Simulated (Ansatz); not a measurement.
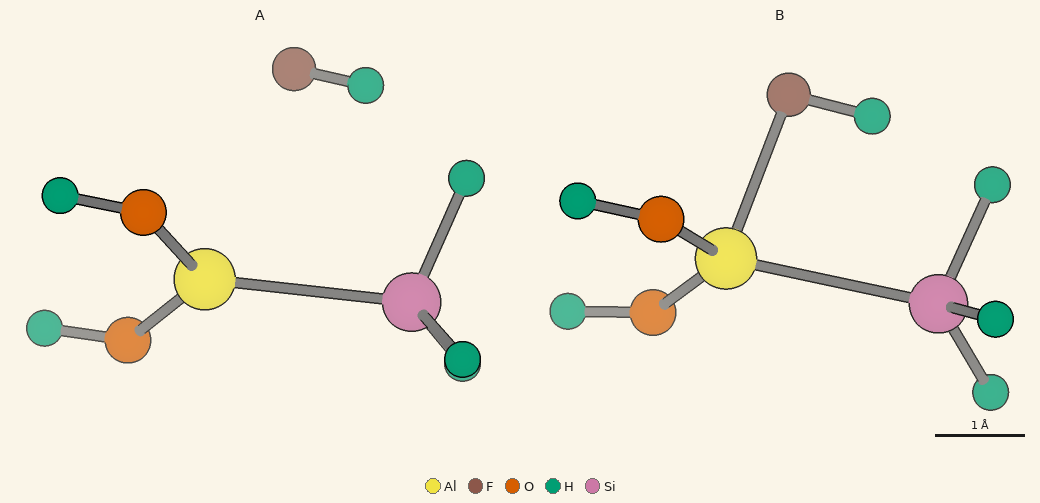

Two geometries of AlSiH6O2F, drawn at one scale. One is the start of a relaxation, the other its converged end. Style: ball-and-stick. Shown face on.

Theory: RKS revPBE-D4/def2-SVP (Ansatz). Settings: no spin polarisation; force threshold 0.03 eV/Å; at most 50 steps.

Question: Which one is relaxed?

Answer: Structure B is the relaxed one. The run prepares an end point of a later path (reaction) calculation, from a guessed geometry. After 14 accepted moves (15 points after the start) the energy has fallen by 0.258 eV. The largest force component goes from 0.85 to 0.0087 eV/Å. The line search rejected the trial step at point 4 of the run. The largest move after the best rigid fit is that of the F atom, 0.63 Å. Largest moves by element: F 0.63 Å, H 0.52 Å, O 0.36 Å, Al 0.25 Å, Si 0.08 Å. Some distances before and after: Al–F 2.880 → 2.101 Å, Al–Si 2.350 → 2.455 Å, F–H 0.936 → 0.976 Å, H–Si 1.529 → 1.556 Å. New bonds form, among them: Al–F (2.88 → 2.10 Å). Among the angles between lasting bonds that change: Al–Si–H 107.6° → 100.7°, Al–Si–H 114.2° → 119.2°, Al–Si–H 116.5° → 119.1°. Groups turn about Al–Si by about 25°. The run took 9.1 s on 4 threads of AMD EPYC 9R45 96-Core Processor (Zen 5), with other jobs on the host, peak memory 0.17 GiB.
